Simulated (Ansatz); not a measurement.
**Resistivity from frozen vibrations: Al(111) with 4 thermally displaced layers, 2x2**

How much do lattice vibrations at 180 K scatter the electrons of Al? Layers with random displacements are laid between perfect leads, and the resistance is followed against their length.

Main program and level: Ansatz 0.2.0; Ansatz plane-wave DFT, PBE, PAW files; ballistic transport by layer matching (Landauer), zero bias; PAW set soft_1.

**1. The structure**

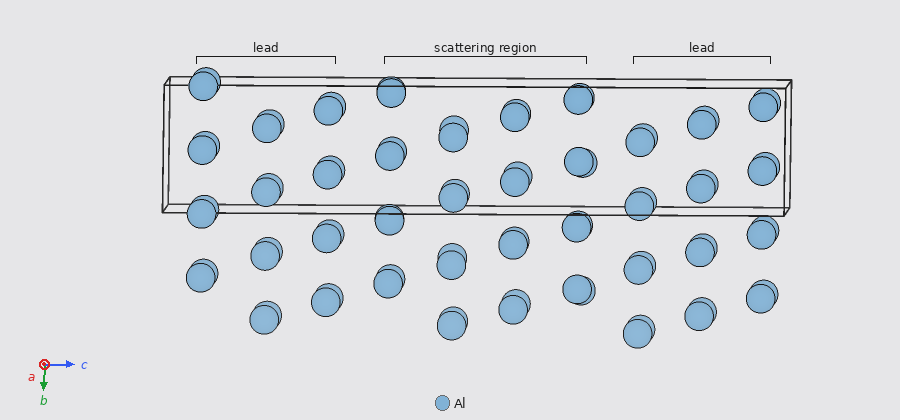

The cell as given, from the side, with the c axis across the page (aluminium light blue). 1×2×1 cells are drawn.

The cell holds 40 atoms: 40 Al. Its edges and angles: a = 5.725 Å, b = 5.725 Å, c = 23.429 Å, α = 93.5°, β = 86.5°, γ = 120.0°. It derives from Al. Regions: lead, 24 atoms (24 Al); scattering region, 16 atoms (16 Al). The structure is stacked along c, and the current runs across the ab planes.

**2. With 4 displaced layers**

Each atom of 4 layers is moved at random, by amounts drawn from a normal law 0.078 Å wide in each direction from the Debye model (428 K) at 180 K. The layers about the cell's end stay perfect and serve as the lead. Disorder leaves little or no symmetry, which makes such runs dear. Energies from -0.05 to 0.05 eV in steps of 0.05 eV are too few for the program's thermal sum, so it prints no conductance; for a metal the transmission near the Fermi level serves, at a fraction of the cost.

Contents of input.yaml:

```yaml
crystal:
  lattice:
    - [5.7246940741, 0.0, 0.0]
    - [-2.862347037, 4.957730497, 0.0]
    - [1.4311735185, -0.8262884162, 23.3709656917]
  atoms:
    - { symbol: Al, position: [0.9916666667, 0.0083333333, 0.05] }
    - { symbol: Al, position: [0.9916666667, 0.5083333333, 0.05] }
    - { symbol: Al, position: [0.4916666667, 0.0083333333, 0.05] }
    - { symbol: Al, position: [0.4916666667, 0.5083333333, 0.05] }
    - { symbol: Al, position: [0.1416666667, 0.3583333333, 0.15] }
    - { symbol: Al, position: [0.1416666667, 0.8583333333, 0.15] }
    - { symbol: Al, position: [0.6416666667, 0.3583333333, 0.15] }
    - { symbol: Al, position: [0.6416666667, 0.8583333333, 0.15] }
    - { symbol: Al, position: [0.2916666667, 0.2083333333, 0.25] }
    - { symbol: Al, position: [0.2916666667, 0.7083333333, 0.25] }
    - { symbol: Al, position: [0.7916666667, 0.2083333333, 0.25] }
    - { symbol: Al, position: [0.7916666667, 0.7083333333, 0.25] }
    - { symbol: Al, position: [0.9419844627, 0.05661043, 0.3521382992] }
    - { symbol: Al, position: [0.9386797054, 0.5501032967, 0.3512073252] }
    - { symbol: Al, position: [0.4672864128, 0.0728484568, 0.3476503072] }
    - { symbol: Al, position: [0.4194897047, 0.548546198, 0.3501379828] }
    - { symbol: Al, position: [0.0589457573, 0.4041962993, 0.4458400434] }
    - { symbol: Al, position: [0.0775779535, 0.8995908631, 0.4489439093] }
    - { symbol: Al, position: [0.6055535162, 0.4246706194, 0.4495708372] }
    - { symbol: Al, position: [0.6048622838, 0.8980589995, 0.4511736526] }
    - { symbol: Al, position: [0.2551354293, 0.2593993122, 0.5475175396] }
    - { symbol: Al, position: [0.2253779124, 0.7512514158, 0.5507352068] }
    - { symbol: Al, position: [0.7263470391, 0.2549523737, 0.5494683656] }
    - { symbol: Al, position: [0.7505304798, 0.7619097547, 0.5511865495] }
    - { symbol: Al, position: [0.8812980553, 0.1067295256, 0.6526176059] }
    - { symbol: Al, position: [0.9012724478, 0.5893585314, 0.6550548213] }
    - { symbol: Al, position: [0.4160138552, 0.1207780791, 0.6508829876] }
    - { symbol: Al, position: [0.397771133, 0.6323729403, 0.6565450821] }
    - { symbol: Al, position: [0.0416666667, 0.4583333333, 0.75] }
    - { symbol: Al, position: [0.0416666667, 0.9583333333, 0.75] }
    - { symbol: Al, position: [0.5416666667, 0.4583333333, 0.75] }
    - { symbol: Al, position: [0.5416666667, 0.9583333333, 0.75] }
    - { symbol: Al, position: [0.1916666667, 0.3083333333, 0.85] }
    - { symbol: Al, position: [0.1916666667, 0.8083333333, 0.85] }
    - { symbol: Al, position: [0.6916666667, 0.3083333333, 0.85] }
    - { symbol: Al, position: [0.6916666667, 0.8083333333, 0.85] }
    - { symbol: Al, position: [0.8416666667, 0.1583333333, 0.95] }
    - { symbol: Al, position: [0.8416666667, 0.6583333333, 0.95] }
    - { symbol: Al, position: [0.3416666667, 0.1583333333, 0.95] }
    - { symbol: Al, position: [0.3416666667, 0.6583333333, 0.95] }
kpoints:
  mp_grid: { grid: [5, 5, 1] }
hamiltonian:
  xc: pbe
  pseudopotentials: { kind: paw, azcp: { folder: soft_1 } }
scf:
  occupations: { method: fermi_dirac, width: 0.1 }
output:
  transmission:
    leads: [[0, 4]]
    kmesh: [10, 10]
    e_range: [-0.05, 0.05]
    de: 0.05
  write_potential: true
  write_density: true
  volumetric_format: npy
  elf: true
```

Command:

```bash
> ansatz run input.yaml --threads 4 --pin off --max-ram 15360MiB --backend cpu --events-out ev --progress --plain --runs-dir out
```

Numbers of over 12 decimals in the logs are rounded to 6 here.

The log of the run:

```text
Engine: ansatz 0.2.0, aarch64-unknown-linux-gnu
Pseudopotentials: kind: paw
Pseudopotential: Al, paw, valence charge 3, recommended cutoff 420 eV (normal), soft_1/Al.paw.azcp
Functional definition: PBE
  parameter kappa = 0.804
  parameter beta = 0.066725
  exchange = pbe_x(kappa = kappa, mu = beta*pi^2/3)
  correlation = pbe_c(beta = beta)
Crystal: 40 atoms, lattice volume = 663.303 Å³
Basis set: ecut = 420 eV, 13043 PW (Γ)
Bands: 100, of which v1, the nominal top of the filled ones, is band 60 counted from 1 (59 counted from 0)
Symmetry: 1 space group operations
Space group: P1 (ITA 1), of the structure as read, at distance tolerance 8.7e-5 Å
k-points: 13 of 25 (time reversal used)
Non-local potential: Al, projectors of the file, l = 0: 2, l = 1: 2, l = 2: 1
PAW form: soft (Blöchl's): semilocal exchange-correlation on the pseudo side does not see the compensation charge
PAW one-centre angular grid: Al, 110 points (default); XC on 64 Gauss nodes
Initial density: superposition of atomic densities (chi_scale 0.1, normalization cell)
Initial wavefunctions: pseudopotential atomic-orbital guess
Functional: x = pbe(κ = 0.804, μ = 0.219515), c = pbe(β = 0.066725)
SCF iter   1: F=—  HF=-21501.092602 eV  |F-HF|=—  |Δ(HF+E_count)|=         —  Δρ=2.31e-2  dr2=4.41e0  ethr=3.10e-3  ⟨swp⟩=6.2  Hψ=5932  notcnv=0  defer=34
preconditioner: auto → Kerker (q_TF=auto, 2.052 Å⁻¹)  [metal: Δε(μ)=0.005 eV  Ē_g=6.725 eV  σ=0.100 eV  W_gap=0.01  n_scr=86 (ndim 8)  ℏωp=15.8 eV  f_vac=0.000  D(μ)=19.85/eV (n_scr^D=138)]
SCF iter   2: F=—  HF=-21500.402281 eV  |F-HF|=—  |Δ(HF+E_count)|=   6.90e-1  Δρ=1.52e-2  dr2=1.82e0  ethr=3.10e-3  ⟨swp⟩=1.3  Hψ=1509  notcnv=0  defer=42
SCF iter   3: F=—  HF=-21499.563806 eV  |F-HF|=—  |Δ(HF+E_count)|=   8.38e-1  Δρ=9.44e-4  dr2=1.02e-2  ethr=1.52e-3  ⟨swp⟩=2.0  Hψ=1461  notcnv=0  defer=105
SCF iter   4: F=—  HF=-21499.559121 eV  |F-HF|=—  |Δ(HF+E_count)|=   4.69e-3  Δρ=2.13e-4  dr2=6.51e-4  ethr=8.47e-6  ⟨swp⟩=2.1  Hψ=1780  notcnv=0  defer=117
SCF iter   5: F=—  HF=-21499.558920 eV  |F-HF|=—  |Δ(HF+E_count)|=   2.00e-4  Δρ=2.23e-5  dr2=9.49e-6  ethr=5.43e-7  ⟨swp⟩=2.3  Hψ=1969  notcnv=0  defer=117
SCF iter   6: F=—  HF=-21499.558928 eV  |F-HF|=—  |Δ(HF+E_count)|=   7.73e-6  Δρ=5.41e-6  dr2=4.09e-7  ethr=7.91e-9  ⟨swp⟩=1.5  Hψ=1338  notcnv=0  defer=117
SCF iter   7: F=-21499.558928 eV  HF=-21499.558928 eV  |F-HF|=6.36e-9  |Δ(HF+E_count)|=   5.18e-9  Δρ=1.24e-6  dr2=1.59e-8  ethr=8.33e-11  ⟨swp⟩=13.4  Hψ=5289  notcnv=0
SCF 1 converged in 7 iterations: F = -21499.558928 eV  dr2 = 1.59e-8
  greatest PAW one-centre occupation: 0.451 electrons in one spin orbital (limit 2), on the Al atom at site 18 (counted from 0), in its partial waves of l = 0
transmission: 159 of 1508 steps passed
transmission: 306 of 1508 steps passed
[...]
transmission: 1508 of 1508 steps passed
SCF converged after 7 iterations
Free energy (F): -21499.558928 eV
Harris-Foulkes:  -21499.558928 eV  (|F-HF|=6.36e-9)
Internal energy: -21498.912677 eV  (E = F + TS)
E sigma→0 (E₀):  -21499.235802 eV
Entropy (-TS):   -0.646251 eV (-16.156 meV/atom)
Fermi energy:    7.933186 eV
--- Per-component energies (eV) ---
  E_band       = 416.393227
  E_kinetic    = 899.119953
  E_local      = 407.690544  (includes V_loc(G=0)·N_el)
  E_nonlocal   = 400.024279
  E_hartree    = 7.358588
  E_xc         = -1506.420902
  E_vxc        = -1165.355714  (∫ρ·V_xc dr)
  E_paw        = -18776.229597  (= ΣΔE_a)
  E_vpaw       = -139.802949  (= ΣTr[D̂ρ^β])
  E_aug_tail   = -0.000082  (compensation charges beyond the density's cutoff)
  E_ewald      = -2930.455460
  E_smearing   = -0.646251  (= −TS)
  E_closure    = -0.000000  (closes the sum)
  Σ components = -21499.558928   (vs F -21499.558928, Δ=0.00e0)
--- Band table (eV; the first three rows and the last of 13) ---
  k-point 0: bands = [... 56 lower, 6.3227, 6.7288, 6.7532, 6.7664, 6.7827, 7.1071, 7.1428, 7.1498, ... 36 higher]
  k-point 1: bands = [... 56 lower, 6.6838, 6.9033, 7.0489, 7.2008, 7.3583, 7.3832, 7.4994, 7.5684, ... 36 higher]
  k-point 2: bands = [... 56 lower, 7.8524, 7.9498, 8.0117, 8.0733, 8.1564, 8.1765, 8.2659, 8.3775, ... 36 higher]
  k-point 12: bands = [... 56 lower, 7.4645, 7.5417, 7.7919, 7.9555, 7.9743, 8.0090, 8.0712, 8.1197, ... 36 higher]
--- Transmission ---
  basis      : 253 plane waves across, 29 finite elements along
  points     : 52, standing for a mesh of 10 x 10
  energies   : 3 from -0.050000 to 0.050000 eV about the Fermi level, 0.050000 eV apart; the leads are filled to 0.000000 eV, and channels, transmission and decay are at 0.000000 eV
  crystal 0  : Al4, at the sites [0, 4], period 2.3371 Å, over 14.02 Å; its Hamiltonian steps by up to 6.7 meV
    offset         : up to 0.0000 Å between an atom of the period and one for which it stands
    channels       : 5.410000e0 a spin
    conductance    : none, the energies end too early or step too widely for 300 K: set another output.transmission.e_range or a lower de, or, where they end at an eighth of basis.ecutwfc, a higher one
  junction   : crystal 0 to crystal 0, 0.70 to 21.73 Å
    transmission   : 5.151941e0 a spin
    conductance    : none, the energies end too early or step too widely for 300 K: set another output.transmission.e_range or a lower de, or, where they end at an eighth of basis.ecutwfc, a higher one
```

Run time: 8.1 min. Hardware: 4 threads of Arm Neoverse V1, shared host; peak memory 1.7 GiB; 26 min of CPU time.

Numbers from this step:

```yaml
free_energy: -21499.5589 eV
energy_at_zero_smearing: -21499.2358 eV
fermi_energy: 7.933 eV
cell_area: 28.38 Å²
transmission_per_spin_nearest_the_fermi_level: 5.152
open_channels_per_spin_nearest_the_fermi_level: 5.41
step_of_the_lead_s_potential: 6.7 meV
```

Per spin. Transmission, zone mean against energy, zero at the Fermi level:

```csv
energy (eV),"transmission, zone mean"
-0.0500,5.06
0.0000,5.15
0.0500,5.25
```

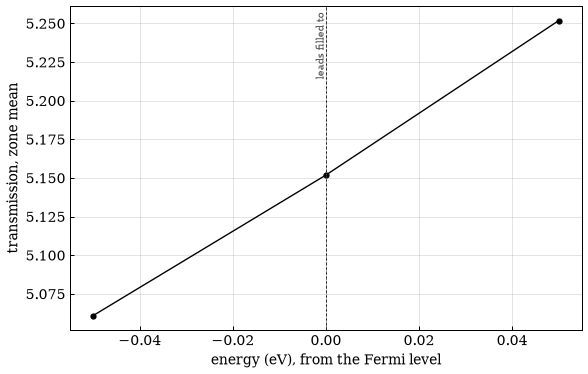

Transmission, zone mean against energy.

Per spin. The open channels, zone mean, lead by energy, zero at the Fermi level:

| energy (eV) | open channels, zone mean, lead |
| --- | --- |
| -0.0500 | 5.29 |
| 0.0000 | 5.41 |
| 0.0500 | 5.55 |

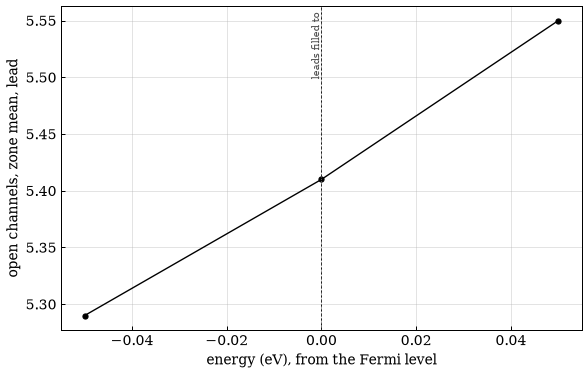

Open channels, zone mean, lead against energy.

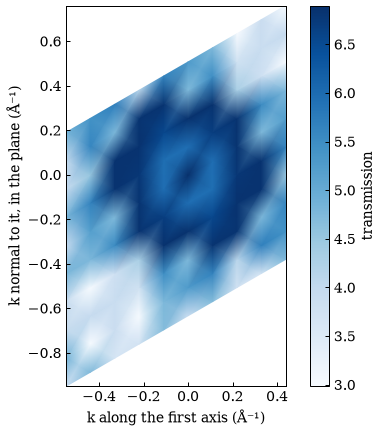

Transmission over k1 and k2. At 0.0000 eV from the Fermi level.

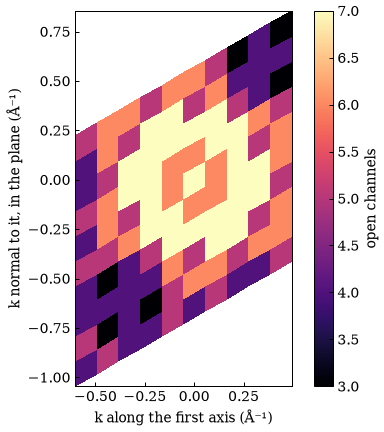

Open channels over k1 and k2. At 0.0000 eV from the Fermi level.

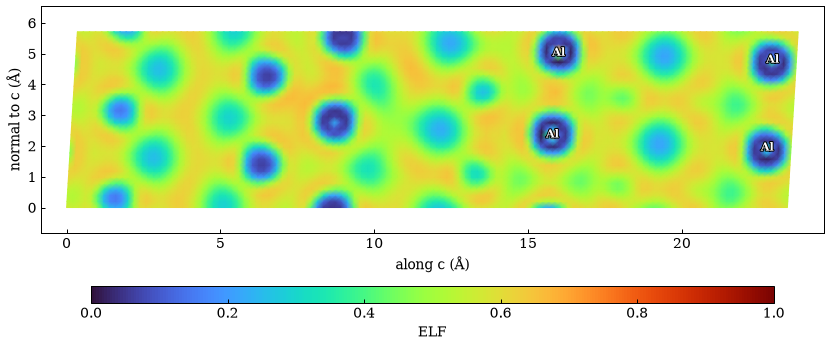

ELF in the ca plane at fractional y = 0.121, with atoms of Al within 0.2 Å of it. It is the smooth field of the valence electrons, not physical close to the nuclei.

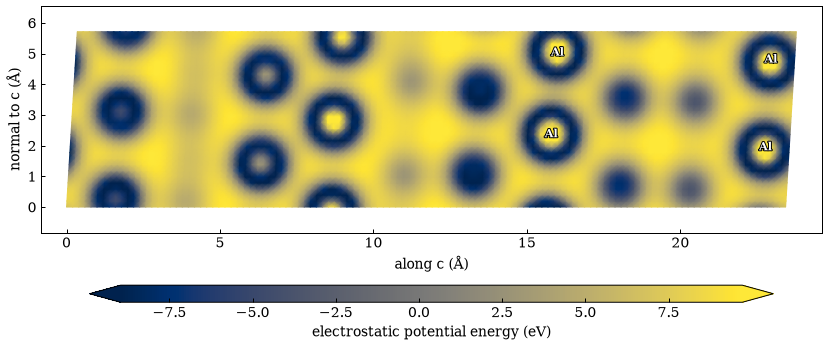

Electrostatic potential energy in the ca plane at fractional y = 0.121, with atoms of Al within 0.2 Å of it. With pseudopotentials it is smooth inside the atoms' cores, unlike the true potential.

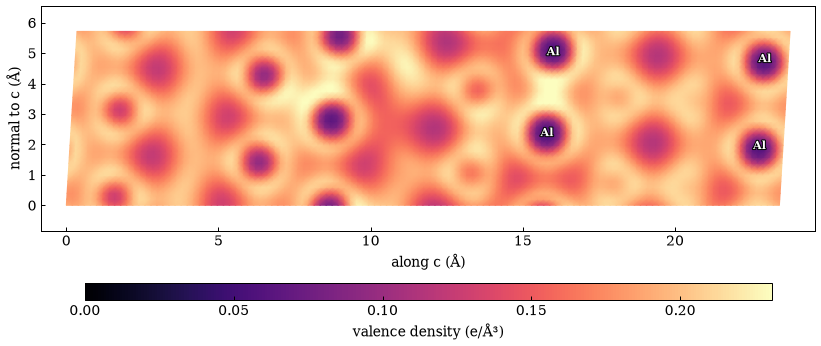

Valence density in the ca plane at fractional y = 0.121, with atoms of Al within 0.2 Å of it. It is the smooth field of the valence electrons, not physical close to the nuclei.

Over the solved energies the transmission per spin lies between 5.06 and 5.25, out of 5.42 channels of the lead on average (up to 5.55).

(Part 1 of 2 ends here.)

[Logs are printed without paths, hosts, clocks, repeated set-up lines and the standing remarks that a program may print on its own settings, such as how far it seeks lower states.]

[Hosts, paths, dates, database ids (printed as entryN), source tags and the programs' standing remarks are cut or masked in the printed files.]
